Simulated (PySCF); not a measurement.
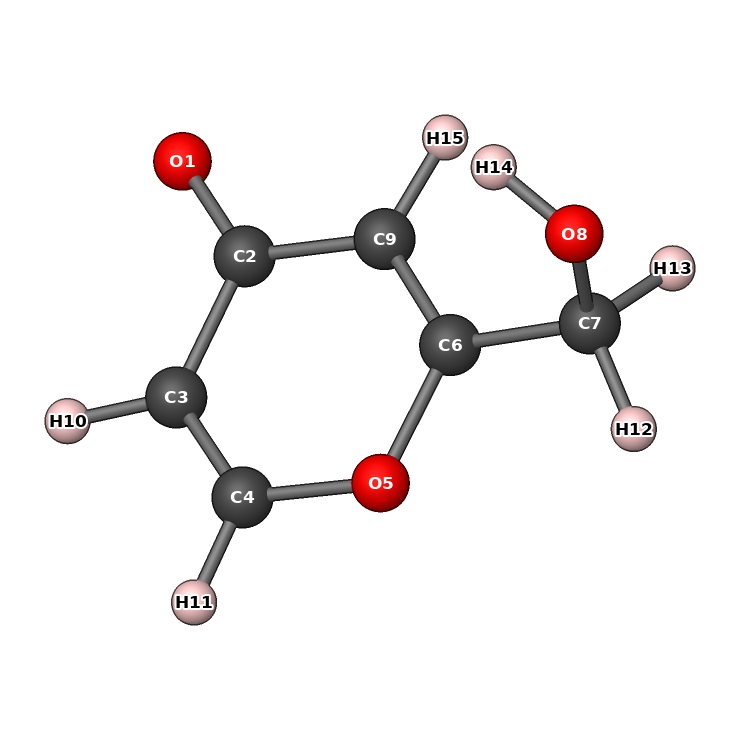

The questions are on Mulliken spin populations. The species has charge −1 and is a spin doublet. The geometry was computed by an optimisation with GFN2-xTB. No frequency run is at hand to confirm it as a minimum. Properties computed with UKS B3LYP, pcH-1 on C H O, non-relativistic (PySCF 2.14.0).

**Which atom carries the largest spin population?**

C6 (0.43 e).

**Which atom has the lowest spin population?**

C3 (−0.08 e); a negative value comes from spin polarisation.

Give the Mulliken spin populations atom by atom.

```
atom  value (e)
  O1       0.21
  C2       0.20
  C3      −0.08
  C4       0.12
  O5       0.08
  C6       0.43
  C7       0.01
  O8       0.03
  C9      −0.01
 H10       0.00
 H11      −0.01
 H12       0.00
 H13       0.01
 H14       0.00
 H15       0.00
```

Mulliken values depend strongly on the basis set.
